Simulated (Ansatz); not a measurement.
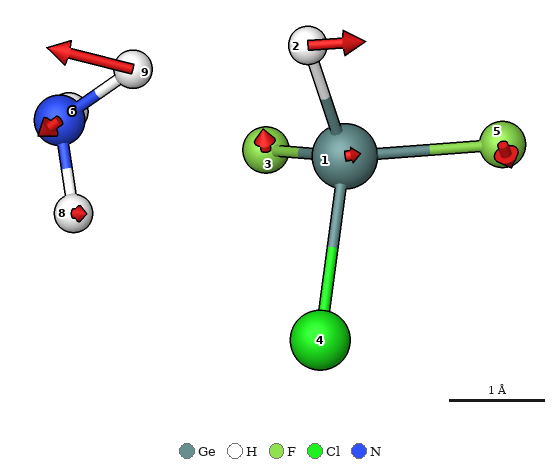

This is a relaxation of GeNH$_{4}$ClF$_{2}$. The starting structure is drawn; red arrows show the displacements, 2 times their true length. The two geometries are superimposed by the best rigid fit.

Style: ball-and-stick. Shown at a tilt.

The run prepares an end point of a later path (reaction) calculation, from a guessed geometry.

All numbers below come from Ansatz 0.2.0, RKS r2SCAN/def2-SVP.

Input file:
```yaml
crystal:
  periodic: [false, false, false]
  atoms:
    - { symbol: Ge, position_ang: [-0.160059, -0.105805, -0.032879] }
    - { symbol: H, position_ang: [-0.267245, -0.050517, 1.499885] }
    - { symbol: F, position_ang: [1.478773, -0.03984, -0.566054] }
    - { symbol: Cl, position_ang: [-1.28612, 1.380373, -1.062937] }
    - { symbol: F, position_ang: [-0.714514, -1.631611, -0.610262] }
    - { symbol: "N", position_ang: [1.101638, 2.319981, 1.452463] }
    - { symbol: H, position_ang: [1.845619, 1.829065, 0.956936] }
    - { symbol: H, position_ang: [0.52489, 2.783242, 0.751451] }
    - { symbol: H, position_ang: [0.511818, 1.601113, 1.909196] }
basis:
  gaussian: { orbitals: def2-SVP }
hamiltonian:
  xc: r2scan
relax:
  f_tol: 0.03
  max_steps: 50
```

Run as
```bash
ansatz run input.yaml --threads 4 --pin off --max-ram 5120MiB --backend cpu --events-out ev --progress --plain --runs-dir out
```

**Which element moves most?**

Hydrogen: up to 0.48 Å, against 0.19 Å for fluorine.

**Describe the change and its energy.**

The energy falls by 2.52 kcal/mol in 6 accepted moves (8 points after the start). The largest force component goes from 0.79 to 0.025 eV/Å. The line search rejected the trial steps at points 3, 6 of the run. H9 moves most after the best rigid fit: 0.48 Å. By element the largest moves are H 0.48 Å, F 0.19 Å, N 0.16 Å, Ge 0.09 Å, Cl 0.03 Å. Among the contacts that change: Ge1–H2 1.538 → 1.517 Å, N6–H9 1.036 → 1.018 Å. Cost: 21 s on 4 threads of Arm Neoverse V2, with other jobs on the host, peak memory 0.2 GiB.
